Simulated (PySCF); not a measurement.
# C2H11FNSi3 (doublet): what the fields show

Input file:

```
{"job": {"kind": "epr", "basis": "pcH-1"}, "charge": 0, "multiplicity": 2}
C      2.547644     0.562865    -1.246740
Si     2.156334    -1.245204    -0.768808
Si     0.393380    -1.669095     0.613244
C     -1.125055    -0.798568    -0.186880
F     -0.920367    -0.754992    -1.583449
Si    -1.541362     0.974138     0.388469
N     -2.850403     1.466764    -0.611380
H      2.976799     1.103535    -0.403727
H      1.651768     1.091595    -1.562327
H      3.263631     0.612319    -2.063538
H      3.456099    -1.833430    -0.382937
H      0.281840    -1.293484     2.037374
H      0.133097    -3.120134     0.600451
H     -2.008988    -1.430816    -0.068576
H     -2.034095     0.965026     1.764910
H     -0.313749     1.781968     0.291396
H     -2.835463     1.204098    -1.584860
H     -3.239869     2.389731    -0.509038
```

Command:

```sh
OMP_NUM_THREADS=1 python probes_run.py task.json out
```

Geometry: GFN2-xTB.

The calculation used UKS B3LYP, pcH-1 on C F H N Si, non-relativistic, mean-field spin-orbit, GIAO (PySCF 2.14.0, density-fitted response routines).

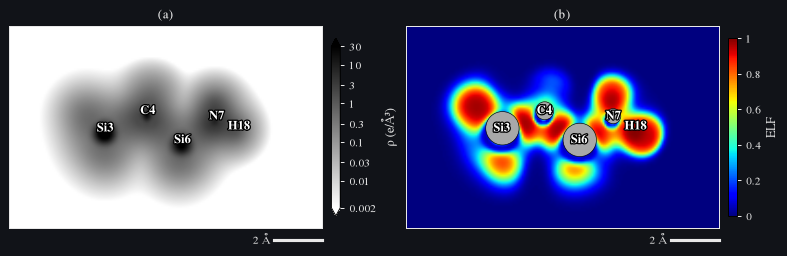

Figure 1. (a) electron density; (b) electron localisation function on the plane of atoms Si6, N7 and H18. Grey discs cover the atomic cores in the ELF map.

Q: Read the bonding off the picture.

A: Atoms in the plane: Si, C, N and H.
Si–N (1.72 Å): the density is about 1.4 e/Å³ at the midpoint; the ELF peaks at about 0.90 between the atoms (a shared but strongly polarised pair).
C–Si (1.91 Å): the density is about 0.85 e/Å³ at the midpoint; the ELF peaks at about 0.95 between the atoms; localised, covalent bonding.
N–H (1.01 Å): the density is about 2 e/Å³ at the midpoint; the ELF climbs to about 1 towards the hydrogen, as it does in any bond to H: a covalent bond by its length.

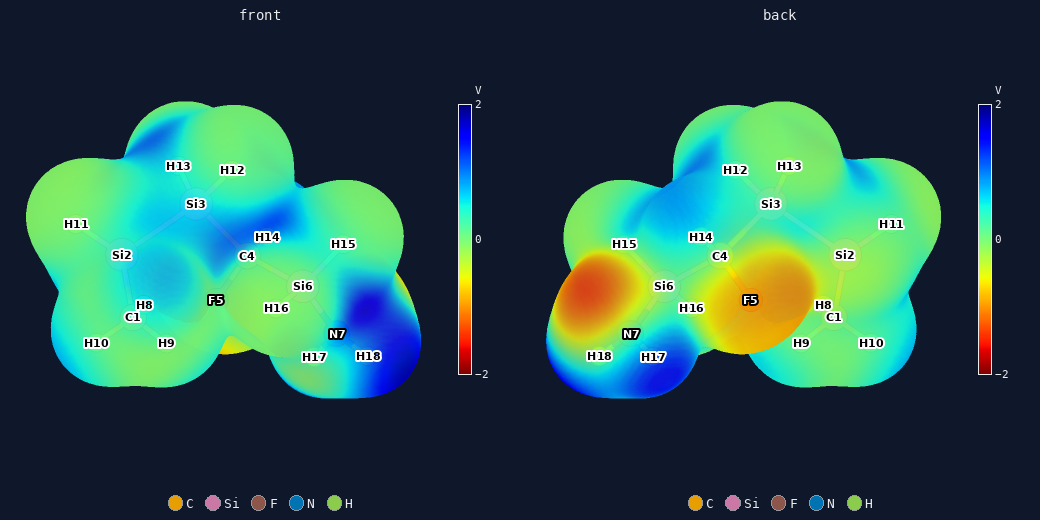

Figure 2. The electrostatic potential painted on the density surface at 0.002 e/bohr³, seen from the front and from behind; red is negative and blue positive.

Q: Which sites attract a positive test charge, and which a negative one?

A: A positive charge is drawn to the negative regions and a negative charge to the positive ones. The most negative region (about −1.3 V, or −30 kcal/mol for a unit charge) lies over N7, the most positive (about +1.7 V, or +39 kcal/mol for a unit charge) over H18. N7 is the likeliest acceptor of a hydrogen bond.
